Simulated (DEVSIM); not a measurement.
Structure: abrupt GaAs p-n junction, at 300 K.

```
layer (left to right)  material  thickness (μm)  Nd (cm⁻³)  Na (cm⁻³)  τn (s)  τp (s)
---------------------  --------  --------------  ---------  ---------  ------  ------
1                          GaAs            1.30          -     4.5e15  5.5e-8  5.5e-8
2                          GaAs           0.910     2.3e16          -  5.5e-8  5.5e-8
```

Left contact: ohmic. Right contact: ohmic. Voltage is applied to the left contact. Recombination: SRH at mid-gap. Mobility is constant in doping.

The device is made up for the run: typed textbook-type constants, with dimensions and the other settings drawn at random. Values at 300 K.

| parameter | GaAs |
|---|---|
| gap (eV) | 1.424 |
| affinity (eV) | 4.07 |
| permittivity | 12.9 |
| Nc (cm⁻³) | 4.7e17 |
| Nv (cm⁻³) | 9e18 |
| μn (cm²/Vs) | 8500 |
| μp (cm²/Vs) | 400 |

Simulated with DEVSIM: 1D drift-diffusion, Boltzmann statistics, complete ionisation; no tunnelling, impact ionisation, image-force lowering or self-heating.

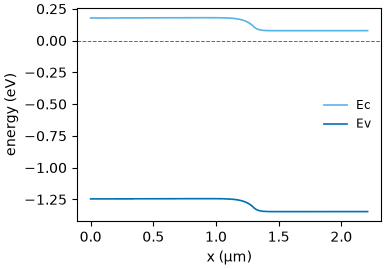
Figure: Band edges at 1.05 V on the left contact

Energies count from the Fermi level of the right contact; mesh points crowd at the junctions.

```json
[
 {"x (μm)": "0.000", "Ec (eV)": "0.177", "Ev (eV)": "-1.246", "n (cm⁻³)": "< 1e2", "p (cm⁻³)": "4.5e15", "field (V/cm)": "28"},
 {"x (μm)": "0.01830", "Ec (eV)": "0.178", "Ev (eV)": "-1.246", "n (cm⁻³)": "6.9e12", "p (cm⁻³)": "4.5e15", "field (V/cm)": "28"},
 {"x (μm)": "0.05002", "Ec (eV)": "0.178", "Ev (eV)": "-1.246", "n (cm⁻³)": "1.9e13", "p (cm⁻³)": "4.5e15", "field (V/cm)": "28"},
 {"x (μm)": "0.1050", "Ec (eV)": "0.178", "Ev (eV)": "-1.246", "n (cm⁻³)": "4.0e13", "p (cm⁻³)": "4.5e15", "field (V/cm)": "28"},
 {"x (μm)": "0.2491", "Ec (eV)": "0.178", "Ev (eV)": "-1.246", "n (cm⁻³)": "9.3e13", "p (cm⁻³)": "4.6e15", "field (V/cm)": "27"},
 {"x (μm)": "0.4501", "Ec (eV)": "0.179", "Ev (eV)": "-1.245", "n (cm⁻³)": "1.7e14", "p (cm⁻³)": "4.7e15", "field (V/cm)": "26"},
 {"x (μm)": "0.7704", "Ec (eV)": "0.180", "Ev (eV)": "-1.244", "n (cm⁻³)": "2.8e14", "p (cm⁻³)": "4.8e15", "field (V/cm)": "23"},
 {"x (μm)": "1.052", "Ec (eV)": "0.179", "Ev (eV)": "-1.245", "n (cm⁻³)": "4.0e14", "p (cm⁻³)": "4.6e15", "field (V/cm)": "-210"},
 {"x (μm)": "1.167", "Ec (eV)": "0.171", "Ev (eV)": "-1.253", "n (cm⁻³)": "5.9e14", "p (cm⁻³)": "3.4e15", "field (V/cm)": "-1500"},
 {"x (μm)": "1.234", "Ec (eV)": "0.154", "Ev (eV)": "-1.270", "n (cm⁻³)": "1.2e15", "p (cm⁻³)": "1.7e15", "field (V/cm)": "-4000"},
 {"x (μm)": "1.272", "Ec (eV)": "0.133", "Ev (eV)": "-1.291", "n (cm⁻³)": "2.7e15", "p (cm⁻³)": "7.9e14", "field (V/cm)": "-6800"},
 {"x (μm)": "1.300", "Ec (eV)": "0.111", "Ev (eV)": "-1.313", "n (cm⁻³)": "6.4e15", "p (cm⁻³)": "3.3e14", "field (V/cm)": "-9700"},
 {"x (μm)": "1.318", "Ec (eV)": "0.097", "Ev (eV)": "-1.327", "n (cm⁻³)": "1.1e16", "p (cm⁻³)": "1.9e14", "field (V/cm)": "-6000"},
 {"x (μm)": "1.349", "Ec (eV)": "0.084", "Ev (eV)": "-1.340", "n (cm⁻³)": "1.8e16", "p (cm⁻³)": "1.1e14", "field (V/cm)": "-2300"},
 {"x (μm)": "1.431", "Ec (eV)": "0.078", "Ev (eV)": "-1.346", "n (cm⁻³)": "2.3e16", "p (cm⁻³)": "8.1e13", "field (V/cm)": "-140"},
 {"x (μm)": "1.542", "Ec (eV)": "0.078", "Ev (eV)": "-1.346", "n (cm⁻³)": "2.3e16", "p (cm⁻³)": "6.9e13", "field (V/cm)": "≈ 0"},
 {"x (μm)": "1.735", "Ec (eV)": "0.078", "Ev (eV)": "-1.346", "n (cm⁻³)": "2.3e16", "p (cm⁻³)": "4.9e13", "field (V/cm)": "≈ 0"},
 {"x (μm)": "1.933", "Ec (eV)": "0.078", "Ev (eV)": "-1.346", "n (cm⁻³)": "2.3e16", "p (cm⁻³)": "2.9e13", "field (V/cm)": "≈ 0"},
 {"x (μm)": "2.085", "Ec (eV)": "0.078", "Ev (eV)": "-1.346", "n (cm⁻³)": "2.3e16", "p (cm⁻³)": "1.3e13", "field (V/cm)": "≈ 0"},
 {"x (μm)": "2.148", "Ec (eV)": "0.078", "Ev (eV)": "-1.346", "n (cm⁻³)": "2.3e16", "p (cm⁻³)": "6.5e12", "field (V/cm)": "≈ 0"},
 {"x (μm)": "2.184", "Ec (eV)": "0.078", "Ev (eV)": "-1.346", "n (cm⁻³)": "2.3e16", "p (cm⁻³)": "2.7e12", "field (V/cm)": "≈ 0"},
 {"x (μm)": "2.210", "Ec (eV)": "0.078", "Ev (eV)": "-1.346", "n (cm⁻³)": "2.3e16", "p (cm⁻³)": "< 1e2", "field (V/cm)": "≈ 0"}
]
```
